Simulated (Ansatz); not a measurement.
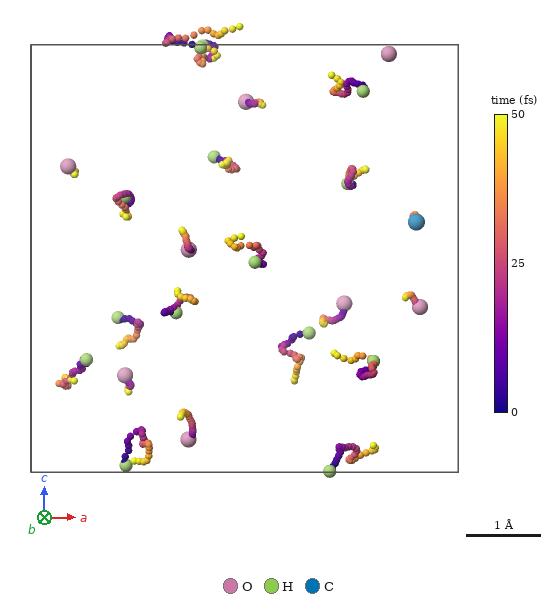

Molecular dynamics of a periodic cell with 6 H2O + 1 HCOOH at 1.316 g/cm³, 50 fs long. Dots mark each atom's position at evenly spaced times, coloured by time; spheres stand at the starting positions. Seen along the b axis in the simulation cell.

Method: DFT r2SCAN-D3(BJ), scalar-relativistic, plane waves, PAW (Ansatz 0.2.0). Settings: plane-wave cutoff 500 eV; k-point mesh 1 × 1 × 1; Fermi-Dirac smearing 0.05 eV; low-accuracy preset; Langevin thermostat (NVT); set temperature 700 K; time step 0.5 fs; friction 0.02 per fs.

Input
```yaml
accuracy: low
crystal:
  lattice:
    - [5.792936, 0.0, 0.0]
    - [0.0, 5.792936, 0.0]
    - [0.0, 0.0, 5.792936]
  atoms:
    - { symbol: O, position: [0.3693063, 0.18104674, 0.52057326] }
    - { symbol: H, position: [0.33977348, 0.25652216, 0.37307158] }
    - { symbol: H, position: [0.52436158, 0.11355145, 0.49115939] }
    - { symbol: O, position: [0.36849838, 0.36357366, 0.07663465] }
    - { symbol: H, position: [0.39701193, 0.50693491, -0.00644839] }
    - { symbol: H, position: [0.22249785, 0.30698154, 0.01590822] }
    - { symbol: O, position: [0.73322792, 0.93029138, 0.39476447] }
    - { symbol: H, position: [0.80177792, 1.00968799, 0.2594905] }
    - { symbol: H, position: [0.65115161, 0.80131047, 0.3255932] }
    - { symbol: O, position: [0.50341308, 0.79799848, 0.86668468] }
    - { symbol: H, position: [0.40229305, 0.83748585, 0.99771551] }
    - { symbol: H, position: [0.42879647, 0.87320004, 0.73778982] }
    - { symbol: O, position: [0.22031993, 0.81864805, 0.22666135] }
    - { symbol: H, position: [0.20377615, 0.91789786, 0.36177517] }
    - { symbol: H, position: [0.13002788, 0.67673507, 0.26341042] }
    - { symbol: O, position: [0.83745039, 0.14814487, 0.97854919] }
    - { symbol: H, position: [0.69911421, 0.23979899, 1.00211651] }
    - { symbol: H, position: [0.77755275, 0.01773191, 0.89127273] }
    - { symbol: O, position: [1.08717487, 0.52837965, 0.71564539] }
    - { symbol: C, position: [0.90197718, 0.48708647, 0.58538135] }
    - { symbol: O, position: [0.91037859, 0.41824116, 0.3863846] }
    - { symbol: H, position: [1.22016163, 0.44719854, 0.64455363] }
    - { symbol: H, position: [0.74123304, 0.53498605, 0.67509737] }
basis:
  ecutwfc: 500.0
kpoints:
  mp_grid: { grid: [1, 1, 1] }
hamiltonian:
  xc: r2scan
  dispersion: d3bj
scf:
  occupations: { method: fermi_dirac, width: 0.05 }
  lower_state_search: "off"
md:
  timestep: 0.5
  n_steps: 100
  ensemble: nvt_langevin
  temperature: 700.0
  initial_velocities: maxwell_boltzmann
  seed: 530480
  friction: 0.02
```

Launched with:
```bash
ansatz run input.yaml --threads 1 --pin off --max-ram 3072MiB --backend cpu --events-out ev --progress --plain --runs-dir out
```

**Describe the motion.**

In the second half of the run the atoms are, in the root-mean-square, this far from where they began (common drift taken out): H 0.50 Å, O 0.26 Å, C 0.10 Å. The heavy atoms stay within a fraction of a molecule's size of their starting places; so short a run doesn't tell a liquid from a solid. The mean temperature in the second half is 502 K (standard deviation 38 K). The potential energy is still drifting at the end, so the run hasn't reached equilibrium. The potential energy in the second half lies on average 59.8 meV per atom above the first frame.

Limits of the set-up: the program's low-accuracy preset was used; the periodic images lie only 5.8 Å apart, so the values are limited by the cell's size.

The run took 16 min on 1 thread of Arm Neoverse V1, on a shared host, peak memory 0.56 GiB.
